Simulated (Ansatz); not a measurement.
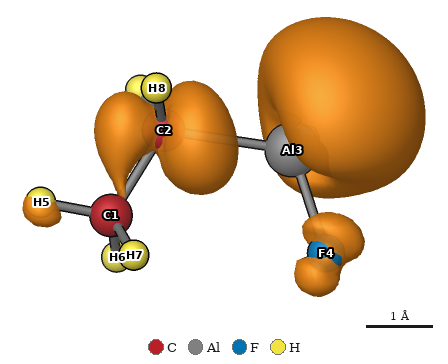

The picture shows: C2H5AlF (SMILES C[CH2][Al][F]) (doublet). Isosurfaces of the spin density (α minus β) at +0.015 (orange) and −0.015 e/Å³ (purple), seen across its widest extent.

Geometry: B3LYP-D3(BJ)/def2-SVP.

All numbers below come from Ansatz, isolated molecule in a Gaussian basis; Kohn-Sham density functional theory, functional PBE0.

```xyz
9

C    -1.8836   -0.4095   -1.5411
C    -0.7831   -1.4677   -1.3957
Al   -1.3437   -3.0578   -0.3189
F    -2.8262   -2.9075    0.4561
H    -1.5303    0.4646   -2.1159
H    -2.7679   -0.8075   -2.0644
H    -2.2305   -0.0421   -0.5624
H     0.1124   -1.0579   -0.8921
H    -0.4304   -1.8345   -2.3763
```

Q: Which atoms carry the spin?

A: The unpaired spin (1 electron) lies mostly on Al3 (about 0.8) and C2 (about 0.1), in electrons by Hirshfeld's partition.
